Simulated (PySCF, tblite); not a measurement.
# C5H12Si2: a rotation path, then NMR shifts on frames, part 1 of 2

Aim: move C5H12Si2 (`C=CCC1[SiH2]C[SiH2]1`) away from its starting geometry and see how NMR shifts follow the geometry.

The runs use tblite 0.8.0 and PySCF 2.14.0, with density-fitted response routines of our own; the level of theory stands in each step. All values are computed, except where a source is named. Atoms are numbered from 0 throughout.

### 1 The molecule as given

19 atoms, charge 0, multiplicity 1; geometry from: GFN2-xTB.

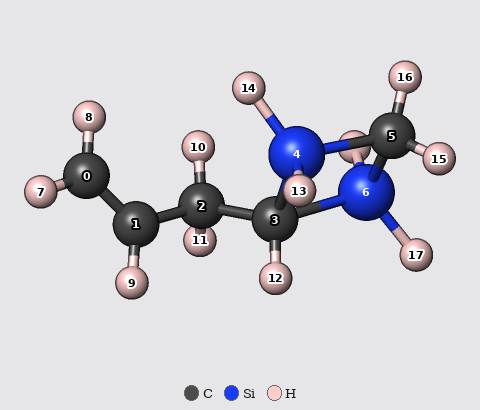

The starting geometry (carbon dark grey, silicon blue, hydrogen pink), atoms numbered.

### 2 A band between two rotamers with GFN2-xTB

What the job is given:

```
{"job": {"kind": "neb", "xc": "GFN2-xTB", "basis": "xTB", "atoms": [1, 2, 3, 6], "turn": 120}, "charge": 0, "multiplicity": 1}
C      2.851555    -0.201962     1.042787
C      2.234733    -0.273168    -0.122023
C      0.935379    -0.968734    -0.359499
C     -0.150637     0.038931    -0.741776
Si    -0.719804     1.265879     0.628916
C     -2.518268     0.705419     0.255981
Si    -1.937419    -0.641429    -0.977522
H      3.778199     0.332454     1.169213
H      2.458085    -0.686203     1.921697
H      2.653768     0.223686    -0.988676
H      0.636860    -1.512707     0.538786
H      1.058840    -1.695721    -1.169764
H      0.191781     0.571337    -1.633208
H     -0.430517     2.678759     0.371520
H     -0.266058     0.909310     1.973586
H     -3.130161     1.479348    -0.199720
H     -3.077061     0.337436     1.111855
H     -2.473153    -0.539704    -2.337877
H     -2.105926    -2.013682    -0.491736
```

Method: GFN2-xTB climbing-image nudged elastic band, gas phase.

On the command line:

```
> OMP_NUM_THREADS=1 python probes_run.py task.json out
```

One launch serves the whole session: the jobs run in the order shown.

Standard output:

```text
image   E - E0 / eV
  0      -0.0000
  1       0.0160
  2       0.0661
  3       0.1188
  4       0.1442
  5       0.1312
  6       0.0927
  7       0.0448
  8       0.0176
```

Run time: 19 s. Hardware: 1 thread, shared host.

The final band, with the dihedral C1–C2–C3–Si6:

| image | dihedral (°) | energy (eV) | energy (kcal/mol) |
| --- | --- | --- | --- |
| 0 | -176 | 0.000 | 0.0 |
| 1 | -161 | 0.016 | 0.4 |
| 2 | -146 | 0.066 | 1.5 |
| 3 | -131 | 0.119 | 2.7 |
| 4 | -115 | 0.144 | 3.3 |
| 5 | -99 | 0.131 | 3.0 |
| 6 | -83 | 0.093 | 2.1 |
| 7 | -66 | 0.045 | 1.0 |
| 8 | -50 | 0.018 | 0.4 |

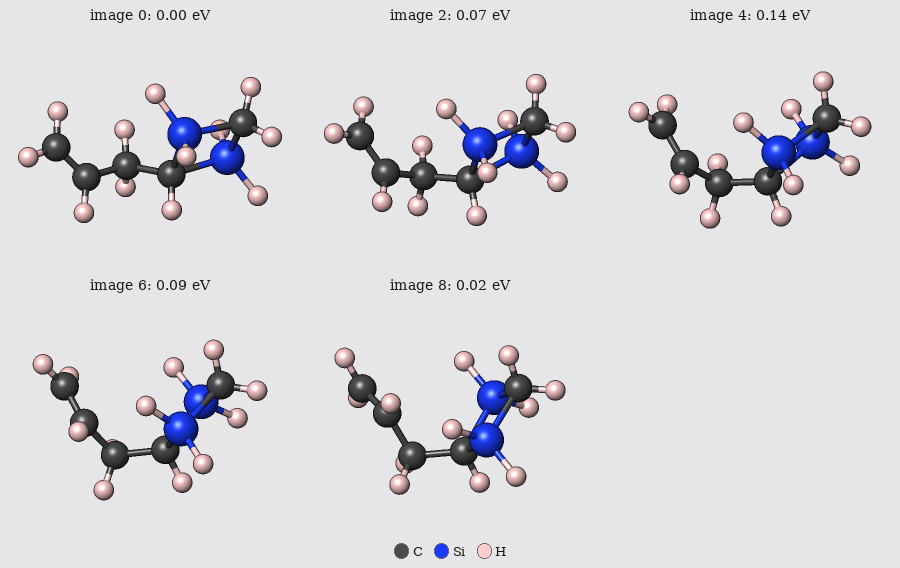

Images along the band.

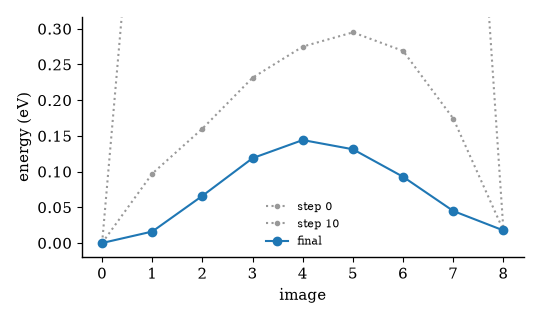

Energy along the band, early and final.

### 3 Shielding tensors: image 0, PBE0/pcSseg-1

What the job is given:

```
{"job": {"kind": "nmr", "xc": "PBE0", "basis": "pcSseg-1", "pop": false}, "charge": 0, "multiplicity": 1}
C      2.851600    -0.202000     1.042800
C      2.234700    -0.273200    -0.122000
C      0.935400    -0.968700    -0.359500
C     -0.150600     0.038900    -0.741800
Si    -0.719800     1.265900     0.628900
C     -2.518300     0.705400     0.256000
Si    -1.937400    -0.641400    -0.977500
H      3.778200     0.332500     1.169200
H      2.458100    -0.686200     1.921700
H      2.653800     0.223700    -0.988700
H      0.636900    -1.512700     0.538800
H      1.058800    -1.695700    -1.169800
H      0.191800     0.571300    -1.633200
H     -0.430500     2.678800     0.371500
H     -0.266100     0.909300     1.973600
H     -3.130200     1.479300    -0.199700
H     -3.077100     0.337400     1.111900
H     -2.473200    -0.539700    -2.337900
H     -2.105900    -2.013700    -0.491700
```

Method: GIAO PBE0/pcSseg-1 NMR shielding, non-relativistic, gas phase.

Standard output:

```text
coarse grid: 16120 points
cycle   1  E = -776.0565092911  dE =  5.632e-01  |g| = 5.179e-01  |ddm| = 3.883e+00
cycle   2  E = -776.0159794006  dE =  4.053e-02  |g| = 6.377e-01  |ddm| = 1.105e+00
cycle   3  E = -776.1271197300  dE = -1.111e-01  |g| = 6.592e-02  |ddm| = 7.164e-01
cycle   4  E = -776.1280704618  dE = -9.507e-04  |g| = 3.106e-02  |ddm| = 9.940e-02
cycle   5  E = -776.1283037041  dE = -2.332e-04  |g| = 9.858e-03  |ddm| = 3.224e-02
cycle   6  E = -776.1283272177  dE = -2.351e-05  |g| = 2.682e-03  |ddm| = 1.032e-02
cycle   7  E = -776.1283290494  dE = -1.832e-06  |g| = 4.138e-04  |ddm| = 2.702e-03
final grid: 144360 points
cycle   8  E = -776.1700255971  dE = -3.219e-05  |g| = 7.822e-03  |ddm| = 2.574e-02
cycle   9  E = -776.1700166120  dE =  8.985e-06  |g| = 9.684e-03  |ddm| = 1.719e-02
cycle  10  E = -776.1700417518  dE = -2.514e-05  |g| = 1.115e-03  |ddm| = 1.007e-02
cycle  11  E = -776.1700420525  dE = -3.007e-07  |g| = 3.044e-04  |ddm| = 1.217e-03
cycle  12  E = -776.1700420739  dE = -2.140e-08  |g| = 9.511e-05  |ddm| = 2.855e-04
cycle  13  E = -776.1700420760  dE = -2.134e-09  |g| = 2.571e-05  |ddm| = 9.833e-05
cycle  14  E = -776.1700420762  dE = -1.637e-10  |g| = 4.936e-06  |ddm| = 3.224e-05
converged SCF energy = -776.1700420762

GIAO shielding tensors (ppm)
atom      isotropic    diamagn.    paramagn.     s11        s22        s33       span
  0 C       66.893     253.514    -186.621    -41.604     85.105    157.179    198.782
  1 C       37.017     257.367    -220.349    -86.178     45.079    152.152    238.330
  2 C      146.922     245.327     -98.405    131.908    143.248    165.609     33.701
  3 C      168.086     258.307     -90.221    138.794    175.826    189.639     50.846
  4 Si     380.016     881.756    -501.741    348.766    363.225    428.055     79.289
  5 C      197.355     259.245     -61.890    182.276    203.340    206.448     24.172
  6 Si     379.269     881.526    -502.257    344.708    363.871    429.227     84.518
  7 H       26.544      28.386      -1.842     23.747     25.499     30.385      6.637
  8 H       26.405      31.811      -5.405     22.769     25.826     30.620      7.851
  9 H       25.794      31.495      -5.701     22.915     25.613     28.854      5.938
 10 H       29.599      33.107      -3.508     26.077     29.480     33.240      7.163
 11 H       29.185      30.644      -1.459     24.630     28.063     34.863     10.233
 12 H       30.290      34.181      -3.891     26.521     30.108     34.241      7.720
 13 H       26.971      30.688      -3.717     23.494     25.120     32.298      8.804
 14 H       27.124      31.447      -4.322     23.659     26.593     31.120      7.461
 15 H       31.239      30.173       1.066     27.265     27.544     38.907     11.642
 16 H       31.298      30.806       0.493     27.028     27.406     39.462     12.434
 17 H       26.794      29.971      -3.177     23.567     24.592     32.222      8.655
 18 H       27.050      30.293      -3.243     24.214     25.404     31.533      7.319
```

Run time: 92 s. Hardware: 1 thread, shared host.

The references, computed at this level on geometries of the same kind, shield at (ppm): 1H TMS 31.72, 13C TMS 186.9, 29Si TMS 349.2. Their shielding less the atom's gives the shift. The references are single molecules in the gas phase. Each atom is listed at this fixed geometry, with no averaging over motion; a spectrum would average atoms that exchange fast.

| atoms | environment | σ (ppm) | δ (ppm) |
| --- | --- | --- | --- |
| C1 | alkene CH | 37.0 | 149.9 |
| C0 | terminal =CH2 carbon | 66.9 | 120.0 |
| C2 | allylic sp3 CH2 | 146.9 | 40.0 |
| C3 | sp3 CH bonded to 2 Si | 168.1 | 18.8 |
| C5 | sp3 CH2 bonded to 2 Si | 197.4 | -10.4 |
| H9 | hydrogen on an alkene CH | 25.79 | 5.92 |
| H8 | hydrogen on a terminal =CH2 carbon | 26.41 | 5.31 |
| H7 | hydrogen on a terminal =CH2 carbon | 26.54 | 5.17 |
| H17 | hydrogen on a silicon bonded to 2 C, in a 4-membered ring | 26.79 | 4.92 |
| H13 | hydrogen on a silicon bonded to 2 C, in a 4-membered ring | 26.97 | 4.75 |
| H18 | hydrogen on a silicon bonded to 2 C, in a 4-membered ring | 27.05 | 4.67 |
| H14 | hydrogen on a silicon bonded to 2 C, in a 4-membered ring | 27.12 | 4.59 |
| H11 | hydrogen on an allylic sp3 CH2 | 29.19 | 2.53 |
| H10 | hydrogen on an allylic sp3 CH2 | 29.60 | 2.12 |
| H12 | hydrogen on an sp3 CH bonded to 2 Si | 30.29 | 1.43 |
| H15 | hydrogen on an sp3 CH2 bonded to 2 Si | 31.24 | 0.48 |
| H16 | hydrogen on an sp3 CH2 bonded to 2 Si | 31.30 | 0.42 |
| Si6 | silicon bonded to 2 C, 2 H, in a 4-membered ring | 379.3 | -30.1 |
| Si4 | silicon bonded to 2 C, 2 H, in a 4-membered ring | 380.0 | -30.9 |

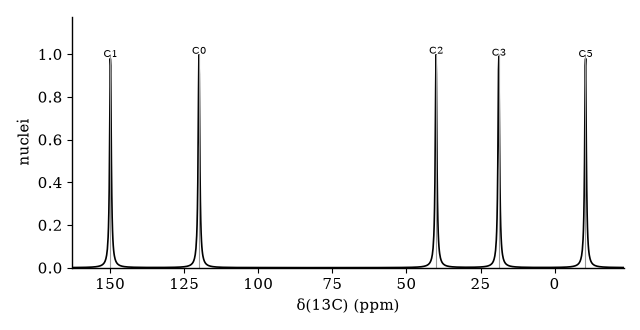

13C lines at the computed shifts, without couplings. Lines are broadened to a width of 0.64 ppm (Lorentzian).

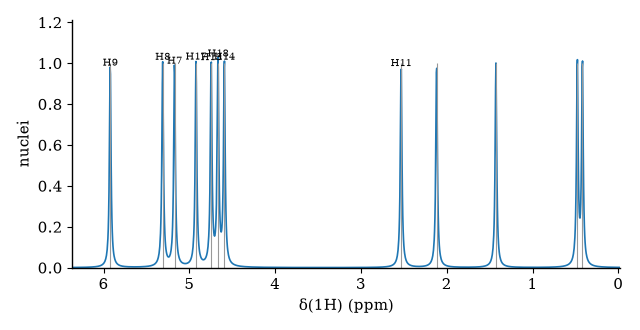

1H lines at the computed shifts, without couplings. Lines are broadened to a width of 0.02 ppm (Lorentzian).

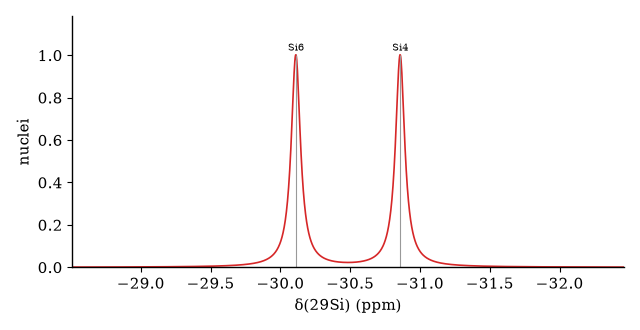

29Si lines at the computed shifts, without couplings. Lines are broadened to a width of 0.08 ppm (Lorentzian).

Ring of atoms C3, Si4, C5, Si6: NICS(0) 0.0, NICS(1) -1.0, NICS(1)zz 5.0 ppm (means of both faces).

### 4 Nuclear shieldings: image 2, PBE0/pcSseg-1

What the job is given:

```
{"job": {"kind": "nmr", "xc": "PBE0", "basis": "pcSseg-1", "pop": false}, "charge": 0, "multiplicity": 1}
C      2.547900    -0.396900     1.257700
C      2.142200    -0.162200     0.023400
C      1.030200    -0.907700    -0.636200
C     -0.156800     0.024300    -0.916900
Si    -0.575100     1.383300     0.388000
C     -2.376800     0.728600     0.369000
Si    -1.926900    -0.728600    -0.790700
H      3.319400     0.182500     1.735200
H      2.117500    -1.193000     1.844300
H      2.574700     0.644200    -0.554900
H      0.720400    -1.727500     0.014800
H      1.383900    -1.347400    -1.574000
H      0.007900     0.493700    -1.889900
H     -0.399900     2.752900    -0.106200
H      0.066000     1.254500     1.694800
H     -3.097600     1.426600    -0.047200
H     -2.759200     0.437000     1.343000
H     -2.694700    -0.819500    -2.035000
H     -1.932900    -2.035500    -0.126800
```

With the program's defaults for keys left out, this is: GIAO PBE0/pcSseg-1 NMR shielding, non-relativistic, gas phase.

Standard output:

```text
coarse grid: 16120 points
cycle   1  E = -776.0526270894  dE =  5.709e-01  |g| = 5.175e-01  |ddm| = 3.883e+00
cycle   2  E = -776.0128869802  dE =  3.974e-02  |g| = 6.352e-01  |ddm| = 1.098e+00
cycle   3  E = -776.1229359321  dE = -1.100e-01  |g| = 6.518e-02  |ddm| = 7.109e-01
cycle   4  E = -776.1238570599  dE = -9.211e-04  |g| = 3.103e-02  |ddm| = 9.893e-02
cycle   5  E = -776.1240888395  dE = -2.318e-04  |g| = 1.011e-02  |ddm| = 3.290e-02
cycle   6  E = -776.1241137246  dE = -2.489e-05  |g| = 2.703e-03  |ddm| = 1.058e-02
cycle   7  E = -776.1241155844  dE = -1.860e-06  |g| = 4.459e-04  |ddm| = 2.769e-03
final grid: 144360 points
cycle   8  E = -776.1658933599  dE = -3.065e-05  |g| = 7.781e-03  |ddm| = 2.584e-02
cycle   9  E = -776.1658839955  dE =  9.364e-06  |g| = 9.722e-03  |ddm| = 1.716e-02
cycle  10  E = -776.1659092586  dE = -2.526e-05  |g| = 1.138e-03  |ddm| = 1.014e-02
cycle  11  E = -776.1659095667  dE = -3.081e-07  |g| = 3.279e-04  |ddm| = 1.239e-03
cycle  12  E = -776.1659095922  dE = -2.541e-08  |g| = 9.144e-05  |ddm| = 3.129e-04
cycle  13  E = -776.1659095941  dE = -1.976e-09  |g| = 2.753e-05  |ddm| = 9.932e-05
cycle  14  E = -776.1659095943  dE = -1.828e-10  |g| = 4.747e-06  |ddm| = 3.271e-05
converged SCF energy = -776.1659095943

GIAO shielding tensors (ppm)
atom      isotropic    diamagn.    paramagn.     s11        s22        s33       span
  0 C       64.168     253.876    -189.709    -46.020     82.259    156.263    202.283
  1 C       38.436     258.623    -220.187    -83.923     42.861    156.370    240.294
  2 C      148.165     244.378     -96.213    129.313    145.802    169.381     40.068
  3 C      170.387     258.536     -88.149    142.295    179.471    189.394     47.099
  4 Si     385.332     881.650    -496.318    356.893    364.432    434.670     77.777
  5 C      196.731     259.144     -62.413    179.434    203.492    207.266     27.832
  6 Si     373.257     881.180    -507.923    329.786    365.679    424.306     94.520
  7 H       26.384      28.937      -2.554     23.363     25.680     30.108      6.744
  8 H       26.410      31.831      -5.421     22.671     25.909     30.650      7.979
  9 H       25.968      31.986      -6.018     22.835     26.228     28.842      6.006
 10 H       29.631      32.605      -2.974     25.293     30.027     33.572      8.279
 11 H       29.006      30.262      -1.256     24.534     27.599     34.884     10.350
 12 H       30.063      33.548      -3.485     25.953     29.610     34.626      8.673
 13 H       27.071      30.710      -3.640     23.619     25.059     32.534      8.914
 14 H       26.801      31.305      -4.504     23.218     27.020     30.166      6.949
 15 H       31.246      30.118       1.128     27.231     27.597     38.909     11.678
 16 H       31.274      31.222       0.052     27.046     27.553     39.223     12.178
 17 H       26.703      29.777      -3.075     23.600     24.423     32.084      8.484
 18 H       27.053      30.321      -3.268     24.214     25.414     31.531      7.318
```

It took 94 s on 1 thread, shared host.

This run: δ C1 148.5, C0 122.8, C2 38.8, C3 16.5, H9 5.75, H7 5.33 ppm.

(Continued in part 2 of 2.)
